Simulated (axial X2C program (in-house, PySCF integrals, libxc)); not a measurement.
# AgGa⁺: EOM-IP-CCSD levels

Wanted for AgGa⁺: EOM-IP-CCSD levels, at the two-component level.

Program: an in-house X2C program for linear molecules on PySCF integrals. Level of theory: two-component X2C with atomic mean-field terms, Ag dyall-cv3z, Ga dyall-cv3z. These are calculated values, not measurements.

## (1) Set-up

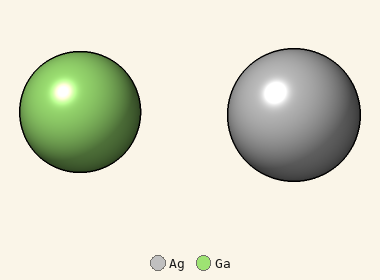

The two atoms at 2.520 Å (silver light grey, gallium green).

Input file task.json:

```json
{"zs": [47, 31], "q": 1, "bas": ["dyall-cv3z", "dyall-cv3z"], "r0": 2.52, "eom": "ip", "rq": 0, "thr": -1.0, "nmax": 95, "grid": [1, 0.96, 1.045, 0.92, 1.09, 1.15]}
```

Keys: zs atomic numbers; q charge; bas basis sets; r0 starting distance in Å; eom kind of EOM run; thr threshold in hartree for freezing inner shells (an s shell follows its p shell); nmax most natural virtual spinors; grid distances as factors.

Started as:

```
python soeom.py task.json out
```

The runs that follow: EOM-IP-CCSD at 2.546 Å.

Before running it: what results should come out? Wanted: next root led by one particle; T1 of the reference.

The runs gave:

| quantity | value |
| --- | --- |
| lowest root at 2.546 Å | Ω = 1/2, 6.747 eV |
| next root led by one particle | Ω = 1/2, about 33520 cm⁻¹ higher |
| T1 of the reference | 0.028 |

In words: Removing an electron from the reference determinant of AgGa costs 6.75 eV and empties a spinor of 56% Ga pσ, 34% Ag sσ. Errors of 0.1 to 0.3 eV are usual at this size, and roots led by higher excitations are left out, so the list is incomplete, and low states of that kind can be missing. T1 or the largest double amplitude of the reference is raised, which lowers the reliability.
